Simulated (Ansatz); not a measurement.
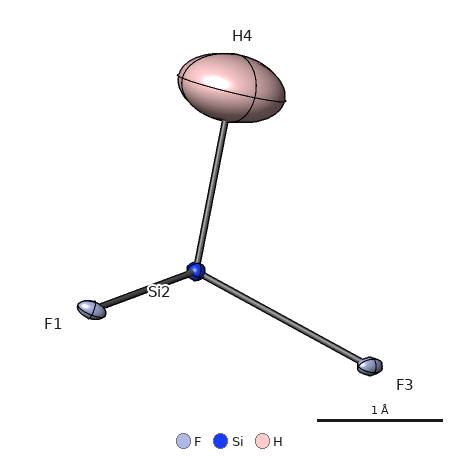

Displacement ellipsoids at the 50 % level, enlarged 2 times, from the internal vibrations of the free molecule (harmonic, no overall translation or rotation; no half-axis is drawn under 0.075 Å). Charge 0, doublet. Vibrations computed with UKS PBE0-D4/def2-TZVP (Ansatz 0.2.0). Temperature: 200 K.

**Which atom moves most?**

H4, with U_eq = 0.0158 Å².

**Does H4 move more along its bond or across it?**

Across it: the root-mean-square amplitude is 0.088 Å along the bond and up to 0.145 Å across, since bending and torsion are softer than stretching.

List U_eq and the three principal root-mean-square amplitudes for each kind of atom.

```
  atom  U_eq (Å²)   rms amplitudes (Å)
F1, F3    0.00068  0.007, 0.022, 0.039
   Si2    0.00040  0.010, 0.018, 0.028
    H4     0.0158  0.088, 0.137, 0.145
```
